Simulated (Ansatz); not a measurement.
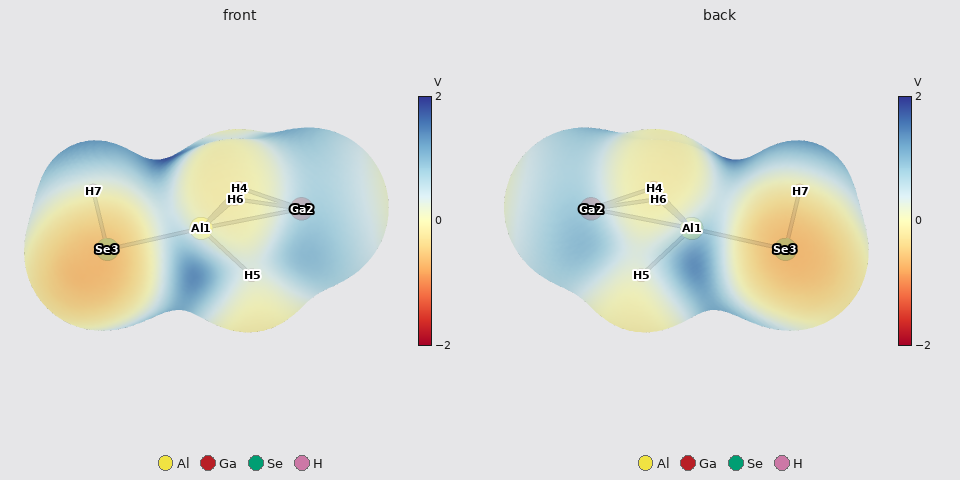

Figure. AlGaH$_{4}$Se. The molecular electrostatic potential painted on the density surface at 0.002 e/bohr³, seen from the front and from behind; the colour scale runs from red (negative) to blue (positive).

Geometry: r2SCAN-D4/def2-SVP.

Level of theory: isolated molecule in a Gaussian basis; Kohn-Sham density functional theory, functional PBE0 in Ansatz.

```tsv
atom	x (Å)	y (Å)	z (Å)
Al	0.5186	-0.6144	-1.0031
Ga	2.1104	-2.2604	-1.9761
Se	-1.0146	0.8818	-0.0889
H	1.2815	-0.5353	-2.5052
H	0.1913	-2.2237	-1.3133
H	2.0075	-1.0943	-0.3726
H	-0.0156	1.9630	-0.1480
```

Question: Where is the surface potential most negative and most positive?

Answer: The most negative region (about −0.7 V) lies over Se3, the most positive (about +1.7 V) over Al1.

Question: How polar is the molecule by this calculation?

Answer: Its dipole moment is 1.11 D.
